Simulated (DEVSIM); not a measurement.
Structure: abrupt In0.53Ga0.47As n-p junction, at 250 K.

```tsv
layer (left to right)	material	thickness (μm)	Nd (cm⁻³)	Na (cm⁻³)	τn (s)	τp (s)
1	In0.53Ga0.47As	0.280	1.5e15	-	3e-10	3e-10
2	In0.53Ga0.47As	50.0	-	6e17	3e-10	3e-10
```

Left contact: ohmic. Right contact: ohmic. Voltage is applied to the left contact. Recombination: SRH at mid-gap, Auger. Mobility is μmin + (μ − μmin)/(1 + (N/Nref)^α).

The device is made up for the run: typed textbook-type constants, with dimensions and the other settings drawn at random. Values at 300 K; Nc and Nv go as T^1.5, mobilities as T to minus their exponent, the gap by Varshni's rule with the affinity fixed.

```tsv
parameter	In0.53Ga0.47As
gap (eV)	0.74
affinity (eV)	4.51
permittivity	13.9
Nc (cm⁻³)	2.1e17
Nv (cm⁻³)	7.7e18
μn (cm²/Vs)	12000
μp (cm²/Vs)	300
μn,min	300
μp,min	10
Nref,n	1.3e17
Nref,p	4.9e17
αn	0.48
αp	0.4
T exponent of μn	1.6
T exponent of μp	1.6
Cn (cm⁶/s)	5e-29
Cp (cm⁶/s)	5e-29
Varshni α (eV/K)	0.00035
Varshni β (K)	190
```

Simulated with DEVSIM: 1D drift-diffusion, Boltzmann statistics, complete ionisation; no tunnelling, impact ionisation, image-force lowering or self-heating.

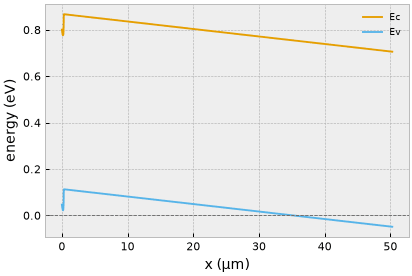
Figure. Band edges at -0.7 V on the left contact

Energies count from the Fermi level of the right contact; mesh points crowd at the junctions.

```tsv
x (μm)	Ec (eV)	Ev (eV)	n (cm⁻³)	p (cm⁻³)	field (V/cm)
0.000	0.801	0.046	1.5e15	380000	-2300
0.02616	0.795	0.040	2.0e15	1.1e15	-2200
0.07934	0.784	0.030	3.2e15	2.6e15	-1600
0.1662	0.776	0.022	4.7e15	5.3e15	-120
0.2496	0.796	0.042	1.8e15	2.2e16	8000
0.2788	0.842	0.088	2.2e14	1.9e17	32000
0.3040	0.867	0.112	6.8e13	5.9e17	460
0.3947	0.867	0.112	6.5e13	6.0e17	-32
0.5696	0.866	0.112	6.0e13	6.0e17	-32
0.9367	0.865	0.110	5.0e13	6.0e17	-32
1.795	0.862	0.108	3.4e13	6.0e17	-32
4.699	0.853	0.098	8.7e12	6.0e17	-32
9.899	0.836	0.081	7.7e11	6.0e17	-32
22.06	0.797	0.042	2.7e9	6.0e17	-32
40.10	0.738	-0.016	650000	6.0e17	-32
45.60	0.721	-0.034	51000	6.0e17	-32
48.23	0.712	-0.042	14000	6.0e17	-32
49.35	0.709	-0.046	6500	6.0e17	-32
49.97	0.706	-0.048	2800	6.0e17	-32
50.16	0.706	-0.049	1700	6.0e17	-32
50.24	0.706	-0.049	1200	6.0e17	-32
50.28	0.705	-0.049	960	6.0e17	-32
```
